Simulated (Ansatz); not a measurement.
**SnF4 (SMILES [F][Sn]([F])([F])[F]) at HF/STO-3G**

Aim: the vertical ionisation energy of SnF4 at HF/STO-3G, from 2 runs. 

The results are computed with Ansatz 0.2.0.

48 further runs of the same task are left out: 21 that didn't finish, 27 set aside as unsound or not needed. Runs told in other sessions of the task aren't counted.

### Step 1. The molecule

SnF4 has 5 atoms, charge 0, and is taken as a singlet. SMILES: `[F][Sn]([F])([F])[F]`. The shape is that of a PBE0-D4/def2-TZVP optimisation.

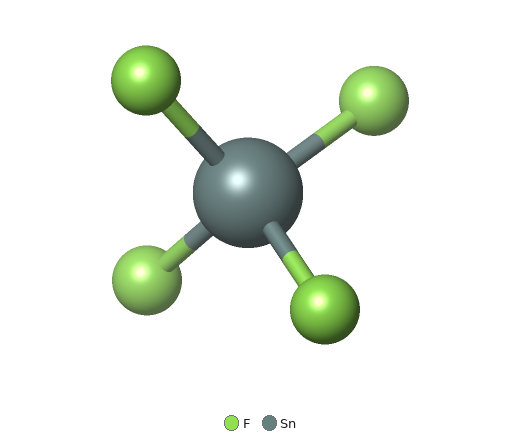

The structure, seen from a chosen angle (fluorine green, tin teal).

### Step 2. The energy at HF/STO-3G

Contents of in.yaml:

```yaml
crystal:
  periodic: [false, false, false]
  atoms:
    - {symbol: F, position_ang: [0.130300, -0.871400, 1.656700]}
    - {symbol: Sn, position_ang: [0.009900, -0.014700, -0.008300]}
    - {symbol: F, position_ang: [-1.285400, 1.340000, 0.078100]}
    - {symbol: F, position_ang: [-0.477600, -1.263800, -1.320800]}
    - {symbol: F, position_ang: [1.672500, 0.736200, -0.447200]}
basis:
  gaussian:
    orbitals: STO-3G
accuracy: high
output:
  orbitals: {seedname: orbitals}
hamiltonian:
  xc: hf
```

Command:

```bash
$ ansatz run in.yaml --threads 1 --pin off --max-ram 3480MiB --events-out events.jsonl --progress --plain --runs-dir runs
```

Log:

```text
Warning: RAYON_NUM_THREADS=1 ignored (pool sized by the plan → 1); use --threads N
Functional definition: HF
  name "HF"
  exchange = exact_x
  correlation = 0
933 factors; integrals over basis functions are off by at most 4.6e-9 eV
mean field evaluation 1: about -172936.6360 eV, gradient 2.7e1 eV
mean field evaluation 2: about -172936.7285 eV, gradient 2.7e1 eV
mean field evaluation 4: about -172940.9021 eV, gradient 1.7e0 eV
mean field evaluation 8: about -172940.9168 eV, gradient 9.4e-5 eV
mean field -172940.91683044 eV, -6355.4614699549 hartree, gradient 1.8e-8 eV, S^2 0.000000; 0 other end points of the search recorded, 0 dependent functions left out
reference -172940.91683044 eV, -6355.4614699549 hartree; 43, 43 occupied and 4, 4 virtual orbitals, 933 factors
Total energy: -172940.91683044 eV, -6355.4614699549 hartree
```

It took 1.1 s on 1 thread of Arm Neoverse V1, shared host; peak memory 0.13 GiB.

### Step 3. The doublet cation, same level

in.yaml, as its differences from that of step 2:

```diff
@@ -9,8 +9,7 @@
 basis:
-  gaussian:
-    orbitals: STO-3G
+  gaussian: {orbitals: STO-3G}
+total_charge: 1
+magnetization: {spin_polarized: true, initial_magnetization: 1}
+hamiltonian: {xc: hf}
 accuracy: high
-output:
-  orbitals: {seedname: orbitals}
-hamiltonian:
-  xc: hf
+output: {orbitals: {seedname: orbitals}}
```

Command:

```bash
$ ansatz run in.yaml --threads 1 --pin off --max-ram 3480MiB --events-out events.jsonl --progress --plain --runs-dir runs
```

Log, cut to the lines that bear on the results:

```text
Warning: RAYON_NUM_THREADS=1 ignored (pool sized by the plan → 1); use --threads N
[... 2 set-up lines as earlier in the session ...]
[...]
933 factors; integrals over basis functions are off by at most 4.6e-9 eV
[...]
mean field -172933.14717562 eV, -6355.1759404069 hartree, gradient 2.7e-8 eV, S^2 0.755778; 8 other end points of the search recorded, 0 dependent functions left out
reference -172933.14717562 eV, -6355.1759404069 hartree; 43, 42 occupied and 4, 5 virtual orbitals, 933 factors
Total energy: -172933.14717562 eV, -6355.1759404069 hartree
```

Wall time 41 s (1 thread of Arm Neoverse V1, shared host); peak memory 0.3 GiB.

### Step 4. Outcome

At HF/STO-3G:

```
                                          quantity           value
                        singlet SnF4: total energy  -6355.46147 Eh
                         singlet SnF4: HOMO energy       -10.12 eV
                         singlet SnF4: LUMO energy         8.34 eV
                       singlet SnF4: HOMO–LUMO gap        18.46 eV
                      doublet cation: total energy  -6355.17594 Eh
doublet cation: HOMO energy (highest over α and β)       -16.54 eV
 doublet cation: LUMO energy (lowest over α and β)        -5.00 eV
                              doublet cation: ⟨S²⟩           0.756
vertical ionisation energy (to the doublet cation)        7.770 eV
```

In words: The vertical ionisation energy comes to 7.77 eV (179 kcal/mol). −ε(HOMO) before ionisation, 10.12 eV, is 2.35 eV above this ionisation energy. In a minimal basis such a difference can be off by several eV, whatever the method. Relativity is left out (singlet SnF4) although the molecule holds a heavy atom. Relativity is left out (doublet cation) although the molecule holds a heavy atom.
